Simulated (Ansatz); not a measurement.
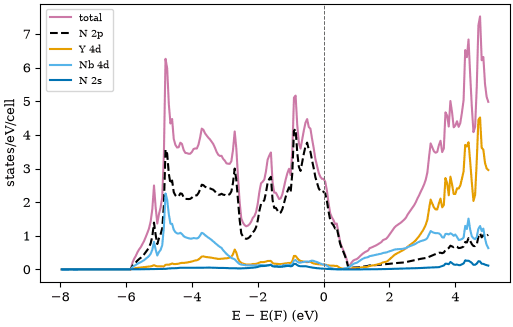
Figure: Total and projected density of states of YNbN3 (cubic perovskite, Pm-3m), the program Ansatz at the PBEsol level (PAW)

Q: Which orbitals carry the states next to the Fermi level?

A: Within 0.5 eV of the Fermi level: N 2p 85 %, Y 4d 6 %, Nb 4d 5 %. Projections are on Löwdin-orthogonalised atomic valence shells; empty p or d shells of many metals are not among them.

Q: Where is the tallest occupied peak in this window, and what makes it?

A: Near -4.8 eV, about 6.3 states/eV per cell; the largest projected share is N 2p.

The start of the workflow was typed in or built on a structure type; neither database checked (COD, Materials Project) lists it. Its standing as an ambient phase is unchecked. The PBEsol relaxation kept the symmetry of its start. At this level the phase is dynamically unstable (imaginary phonons). The workflow began spin-polarised and lost its moments. Scalar-relativistic: spin–orbit coupling is off unless named, which matters more the heavier the elements.

Potentials: the later of the program's two PAW sets.
